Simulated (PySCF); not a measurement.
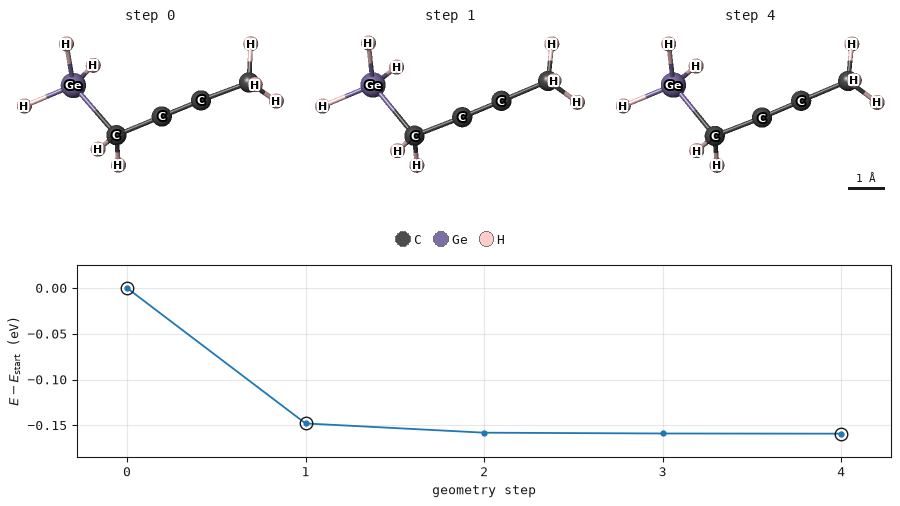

Frames of a relaxation of C$_{4}$H$_{8}$Ge, marked on the history of the run. Style: ball-and-stick. Shown at a tilt.

The start comes from GFN2-xTB. Its atoms were then displaced at random by about 0.01 Å.

The calculation used PBE0-D3(BJ)/def2-SVP geometry optimisation, gas phase (PySCF 2.14.0, density-fitted response routines). 

Q: What happens along the run?

A: Over 4 geometry steps the energy falls by 0.159 eV. The atom that moves furthest after the best rigid fit is an H atom (0.12 Å). Largest moves by element: H 0.12 Å, C 0.06 Å, Ge 0.03 Å. Some distances before and after: C–C 1.397 → 1.449 Å, Ge–H 1.495 → 1.538 Å, C–Ge 2.006 → 1.975 Å, C–H 1.074 → 1.101 Å. Bond angles that change, for instance: H–C–H 111.2° → 107.6°, C–Ge–H 112.6° → 109.3°, C–C–H 108.4° → 111.4°. Cost: 35 s on 1 thread of Arm Neoverse V1 (shared host). From step 0 to 1: H atoms move most (0.12 Å), energy −0.148 eV. From step 1 to 4: an H atom moves most (0.03 Å), energy −0.011 eV.
